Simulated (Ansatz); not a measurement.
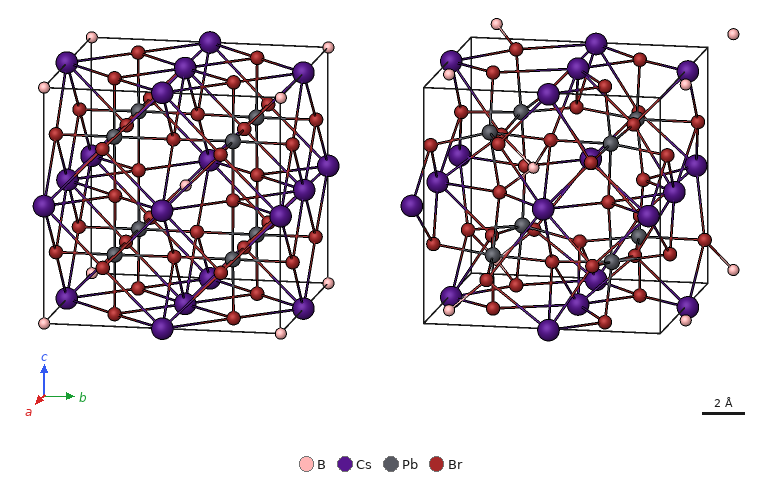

Two geometries of a defect cell of composition B2Cs6Pb8Br24, drawn at one scale. One is the start of a relaxation, the other its converged end. The picture is a ball-and-stick view of the cell of the calculation (origin shifted), seen slightly off an axis.

All numbers below come from DFT, PBEsol, PAW, plane waves (Ansatz 0.2.0). Settings: plane-wave cutoff 420 eV; k-point mesh 1 × 1 × 1; mesh shifted by (0.25, 0.25, 0.25); no spin polarisation; atoms relaxed in a fixed cell; force threshold 0.03 eV/Å; at most 80 steps.

**Which geometry has the lower energy?**

The right one is the relaxed one. The atom that moves furthest is a B atom (1.96 Å along [2 −3 2]). Largest moves by element: B 1.96 Å, Br 0.95 Å, Cs 0.68 Å, Pb 0.31 Å. The cell doesn't change. Among the contacts that change: B–Br 4.111 → 2.357 Å, B–Br 4.180 → 2.439 Å, B–Br 4.109 → 2.387 Å, B–Br 4.132 → 2.442 Å. New bonds form: B–Br (4.11 → 2.36 Å), B–Br (4.11 → 2.39 Å), B–Br (4.11 → 2.44 Å), B–Br (4.13 → 2.44 Å). Bonds break: Br–Cs (4.17 → 5.57 Å), Br–Cs (4.18 → 5.54 Å). Bond angles that change, for instance: Pb–Br–Pb 179.3° → 144.5°, Pb–Br–Pb 179.4° → 145.7°, Pb–Br–Pb 179.3° → 146.6°. After 32 geometry steps the energy has fallen by 5.166 eV per cell of the calculation. The largest force component goes from 0.23 to 0.029 eV/Å.
